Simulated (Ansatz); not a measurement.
ZnO under a change: Li interstitial (started 1.98 Å from the nearest host atom), symmetric start

Consider a 16-atom supercell of ZnO in the wurtzite structure (space group P6_3mc, No. 186; a = 3.235 Å, c = 5.211 Å) at its relaxed geometry.

Perturbation: a neutral Li interstitial (started 1.98 Å from the nearest host atom), symmetric start, atoms relaxed at fixed cell.

Method: r2SCAN (Ansatz, a quantum-chemistry and plane-wave program), scalar-relativistic without spin-orbit coupling. k-mesh 6×6×6 (Γ-centred); smearing 0.01 eV (Fermi–Dirac).

```json
{
 "pressure": "6.1 GPa (base 0.0 GPa)",
 "final_site_of_the_added_atom": "6 O at 1.91–2.54 Å"
}
```

Final structure:

```yaml
crystal:
  lattice:
    - [6.47037, 0.00000, 0.00000]
    - [-3.23518, 5.60350, 0.00000]
    - [3.23518, 5.60350, 5.21141]
  atoms:
    - { symbol: Zn, position: [0.35103, 0.17880, 0.97674] }
    - { symbol: Zn, position: [0.35103, 0.69550, 0.97674] }
    - { symbol: Zn, position: [0.78953, 0.12286, 0.04380] }
    - { symbol: Zn, position: [0.86773, 0.69550, 0.97674] }
    - { symbol: Zn, position: [0.62752, 0.80472, 0.51807] }
    - { symbol: Zn, position: [0.68306, 0.34973, 0.48360] }
    - { symbol: Zn, position: [0.15913, 0.80472, 0.51807] }
    - { symbol: Zn, position: [0.15913, 0.33634, 0.51807] }
    - { symbol: O, position: [0.73260, 0.56771, 0.60250] }
    - { symbol: O, position: [0.73260, 0.06239, 0.60250] }
    - { symbol: O, position: [0.16660, 0.49993, 0.66673] }
    - { symbol: O, position: [0.22728, 0.06239, 0.60250] }
    - { symbol: O, position: [0.05307, 0.21145, 0.13016] }
    - { symbol: O, position: [0.05892, 0.72558, 0.10775] }
    - { symbol: O, position: [0.52823, 0.21145, 0.13016] }
    - { symbol: O, position: [0.52823, 0.68662, 0.13016] }
    - { symbol: Li, position: [0.23270, 0.23270, 0.26730] }
```

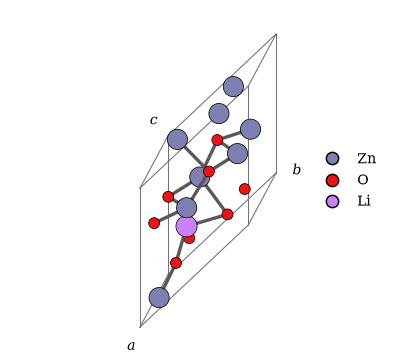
The relaxed cell after the change

The magnetic state is the one reached from the starting moments; the real material's order can differ, and small cells can't hold many antiferromagnetic ones. In so small a cell the defect repeats every few ångströms: this is an ordered compound, not a dilute defect. A case with no gap was solved on a k-mesh chosen for an insulator, which is coarse for it. The defect started on the symmetric site and kept its symmetry, so it may sit on a saddle. Starting moments died away, wholly or in part, for Li interstitial (started 1.98 Å from the nearest host atom); another magnetic solution may exist. The defect cell is spin-polarised and ends with 0.0 μB.
